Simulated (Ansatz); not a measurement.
# NiSn5, from a guessed structure to a relaxed one, part 2 of 2

Starting from a made-up structure for NiSn5, the aim is the relaxed cell, its shortest contacts and, where a second run follows, its electronic structure.

Ansatz 0.2.0; DFT, PBEsol, plane-wave PAW, files of the set soft_1, scalar-relativistic, ferromagnetic start, cell and ions relaxed at zero pressure; PAW set soft_1 (the session's first sound run).

So far: Set-up; Relaxing cell and atoms. The relaxed cell has a = 5.498, c = 15.903 Å (conventional setting).

### 3. Electronic structure of the relaxed cell

A second self-consistent run takes a narrower smearing and the mesh shown in its input; the bands follow along the standard path of the relaxed lattice.

This step: DFT, PBEsol, plane-wave PAW, files of the set soft_1, scalar-relativistic, no spin, bands and density of states at the relaxed cell; PAW set soft_1 (Ansatz 0.2.0).

input.yaml reads:

```yaml
crystal:
  lattice:
    - [2.7489277405, 1.587094171, 5.3010496239]
    - [-2.7489277405, 1.587094171, 5.3010496239]
    - [0.0, -3.174188342, 5.3010496239]
  atoms:
    - { symbol: Sn, position: [0.8359237666, 0.8359237666, 0.8359237666] }
    - { symbol: Sn, position: [0.3468461031, 0.0, 0.6531538969] }
    - { symbol: Sn, position: [0.0, 0.6531538969, 0.3468461031] }
    - { symbol: Sn, position: [0.1640762334, 0.1640762334, 0.1640762334] }
    - { symbol: Sn, position: [0.6531538969, 0.3468461031, 0.0] }
    - { symbol: Ni, position: [0.5, 0.5, 0.5] }
kpoints:
  mp_grid: { grid: [8, 8, 8] }
  band_path:
    path:
      - [[0.0, 0.0, 0.0], [0.5, 0.0, 0.0], [0.5, 0.22642389, -0.22642389]]
      - [[0.77357611, 0.5, 0.22642389], [0.5, 0.5, 0.5], [0.0, 0.0, 0.0], [0.36321194, 0.0, -0.36321194]]
      - [[0.63678806, 0.36321194, 0.0], [0.5, 0.5, 0.0], [0.63678806, 0.63678806, 0.22642389], [0.5, 0.5, 0.5]]
      - [[0.5, 0.0, 0.0], [0.77357611, 0.36321194, 0.36321194]]
    npoints: 8
scf:
  occupations: { method: fermi_dirac, width: 0.03 }
  n_extra_bands: 10
hamiltonian:
  xc: pbesol
  pseudopotentials: { kind: paw, azcp: { folder: soft_1 }, xc_functional: pbe }
output:
  forces: true
  stress: true
  write_bands: true
  dos: { projected: true }
  write_density: true
  write_potential: true
  elf: true
  volumetric_format: npy
```

The run is started by

```console
> ansatz run input.yaml --threads 4 --pin off --max-ram 10240MiB --backend cpu --events-out ev --progress --plain --runs-dir out
```

Numbers of over 12 decimals in the logs are rounded to 6 here.

Output:

```text
[...]
Crystal: 6 atoms, lattice volume = 138.765 Å³
Basis set: ecut = 420 eV, 2705 PW (Γ), exchange–correlation on 90×90×90 points (8 copies of the dense FFT grid, shifted against one another)
Bands: 54, of which v1, the nominal top of the filled ones, is band 44 counted from 1 (43 counted from 0)
Symmetry: 6 space group operations
[...]
k-points: 65 of 512 (time reversal used)
[...]
SCF iter   1: F=—  HF=-35556.502654 eV  |F-HF|=—  |Δ(HF+E_count)|=         —  Δρ=1.37e-1  dr2=2.57e1  ethr=3.10e-3  ⟨swp⟩=6.5  Hψ=13478  notcnv=0  defer=2
[...]
SCF iter  12: F=-35552.852479 eV  HF=-35552.852479 eV  |F-HF|=2.49e-8  |Δ(HF+E_count)|=   1.32e-8  Δρ=3.72e-6  dr2=2.70e-8  ethr=1.14e-10  ⟨swp⟩=16.8  Hψ=24354  notcnv=0
SCF 1 converged in 12 iterations: F = -35552.852479 eV  dr2 = 2.70e-8
[...]
NSCF: frozen V_eff on 76 k-points
SCF converged after 12 iterations
Free energy (F): -35552.852479 eV
[...]
Internal energy: -35552.839679 eV  (E = F + TS)
E sigma→0 (E₀):  -35552.846079 eV
Entropy (-TS):   -0.012801 eV (-2.133 meV/atom)
Fermi energy:    12.119590 eV
[...]
--- Forces (eV/Å), atoms counted from 1 ---
  atom   1  Sn    -0.00000000     0.00000000    -0.02999713
  atom   2  Sn     0.00932492     0.01615123     0.00000000
  atom   3  Sn     0.00932492    -0.01615123     0.00000000
  atom   4  Sn    -0.00000000     0.00000000     0.02999713
  atom   5  Sn    -0.01864983     0.00000000     0.00000000
  atom   6  Ni    -0.00000000     0.00000000    -0.00000000
  max |Σ_I F_I| component: 2.83e-17 eV/Å
--- Stress (GPa, compression-positive) ---
        0.374137       0.000000       0.000000
        0.000000       0.374137       0.000000
        0.000000       0.000000      -0.472812
  P = ⅓ Tr σ = 0.0918 GPa (0.918 kbar)
--- Band table (eV; the first three rows and the last of 65) ---
  k-point 0: bands = [... 40 lower, 9.9682, 11.3386, 11.4512, 11.4512, 11.6466, 11.6466, 12.3741, 12.3741, ... 6 higher]
  k-point 1: bands = [... 40 lower, 10.6385, 11.1587, 11.3537, 11.3674, 11.5319, 11.6836, 12.4846, 13.0466, ... 6 higher]
  k-point 2: bands = [... 40 lower, 11.0546, 11.2346, 11.2906, 11.4498, 11.9014, 12.8459, 13.5429, 13.7643, ... 6 higher]
  k-point 64: bands = [... 40 lower, 11.2578, 11.2578, 11.4084, 12.3983, 12.3983, 12.4188, 13.1178, 13.1178, ... 6 higher]
```

It took 29 s on 4 threads of Arm Neoverse V1, shared host; peak memory 0.82 GiB.

This step gave:

| Property | Result |
| --- | --- |
| free energy | -35552.8525 eV |
| energy at zero smearing | -35552.8461 eV |
| smearing term TS | 0.01280 eV |
| Fermi energy | 12.12 eV |
| pressure | 0.09182 GPa |

bands.tsv at the labelled points (eV, zero at the Fermi level; the bands that come nearest the Fermi level along the path):

```
point  band 41  band 42  band 43  band 44  band 45  band 46  band 47  band 48
    Γ    -2.15    -0.78    -0.67    -0.67    -0.47    -0.47     0.25     0.25
    L    -0.82    -0.79    -0.74    -0.32     1.06     1.19     1.89     2.33
   B1    -0.92    -0.86    -0.19    -0.05     1.08     1.40     1.59     2.66
    B    -0.92    -0.86    -0.19    -0.05     1.08     1.40     1.59     2.66
    Z    -0.86    -0.86    -0.71     0.28     0.28     0.30     1.00     1.00
    Γ    -2.15    -0.78    -0.67    -0.67    -0.47    -0.47     0.25     0.25
    X    -0.88    -0.82    -0.38    -0.20     0.96     1.17     1.96     2.03
    Q    -0.88    -0.82    -0.38    -0.20     0.96     1.17     1.96     2.03
    F    -0.85    -0.51    -0.23     0.92     0.98     1.26     1.73     2.23
   P1    -0.84    -0.78    -0.26     0.25     0.91     1.35     2.43     2.65
    Z    -0.86    -0.86    -0.71     0.28     0.28     0.30     1.00     1.00
    L    -0.82    -0.79    -0.74    -0.32     1.06     1.19     1.89     2.33
    P    -0.84    -0.78    -0.26     0.25     0.91     1.35     2.43     2.65
```

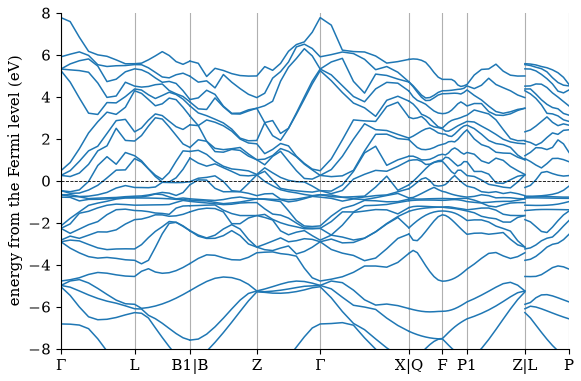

Bands along the path. 30 bands lie wholly below the window drawn.

Counts of states for the cell as run, both spins, by energy window (eV from the Fermi level):

```csv
from,to,total
-8,-7,1.84
-7,-6,1.76
-6,-5,2.01
-5,-4,1.22
-4,-3,2.35
-3,-2,3.14
-2,-1,5.98
-1,0,7.60
0,1,3.17
1,2,3.27
2,3,3.07
3,4,3.76
```

A further 62.0 states lie below the table's range.

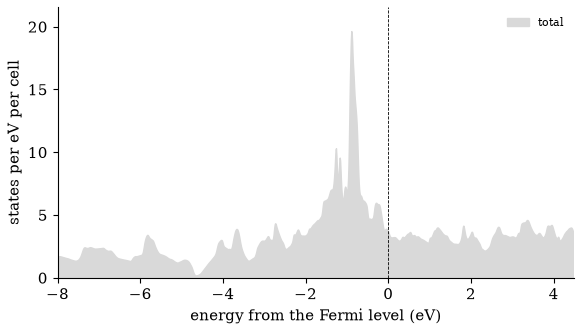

Total density of states, smoothed over about 0.04 eV.

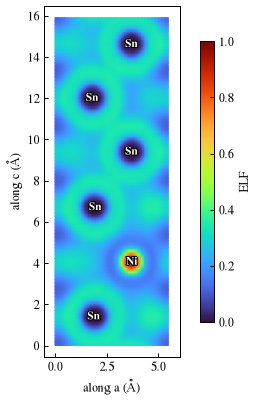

ELF in the ac plane of the conventional cell at fractional y = 0.000, with atoms of Sn and Ni within 0.2 Å of it. It is the smooth field of the valence electrons, not physical close to the nuclei. The map starts off the cell's origin, so that atoms lie inside it.

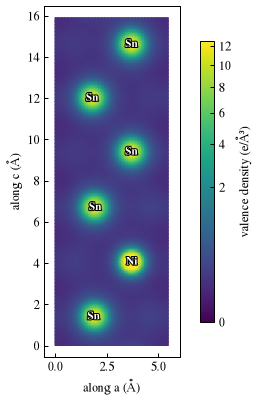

Valence density in the ac plane of the conventional cell at fractional y = 0.000, with atoms of Sn and Ni within 0.2 Å of it. It is the smooth field of the valence electrons, not physical close to the nuclei. The map starts off the cell's origin, so that atoms lie inside it. The colour scale is stretched toward low values.

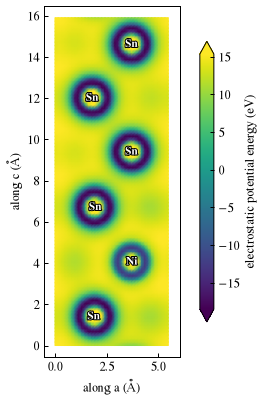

Electrostatic potential energy in the ac plane of the conventional cell at fractional y = 0.000, with atoms of Sn and Ni within 0.2 Å of it. With pseudopotentials it is smooth inside the atoms' cores, unlike the true potential. The map starts off the cell's origin, so that atoms lie inside it.

### 4. Outcome

```json
{
  "space group, relaxed": "R32",
  "conventional cell": "a = 5.498, b = 5.498, c = 15.903 Å; α = 90.0°, β = 90.0°, γ = 120.0°",
  "volume per atom": "23.13 Å³ (guess 22.74)",
  "total moment": "0.00 μB in the cell of 6 atoms"
}
```

**Reading.** NiSn5 relaxes to R32 with a = 5.498, b = 5.498 and c = 15.903 Å. The guessed volume was 2 % too small. The space group R32 was held in the relaxation, so the end point is a stationary structure within it and may be a saddle against distortions or other arrangements. The moments died out from this one start and weren't seeded again at the relaxed cell. Bands cross the Fermi level, so it is a metal or semimetal at this level. On the 8×8×8 mesh with the narrower smearing (relaxed on 6×6×6) the largest force component is 0.030 eV/Å and the largest stress component is 0.473 GPa, against the relaxation's thresholds of 0.015 eV/Å and 0.05 GPa. The cutoff wasn't tested. No dispersion term is used, so weakly bound directions may come out too long. Nothing here tests whether the compound is stable against decomposition.

[Logs are printed without paths, hosts, clocks, repeated set-up lines and the standing remarks that a program may print on its own settings, such as how far it seeks lower states.]

[Hosts, paths, dates, database ids (printed as entryN), source tags and the programs' standing remarks are cut or masked in the printed files.]
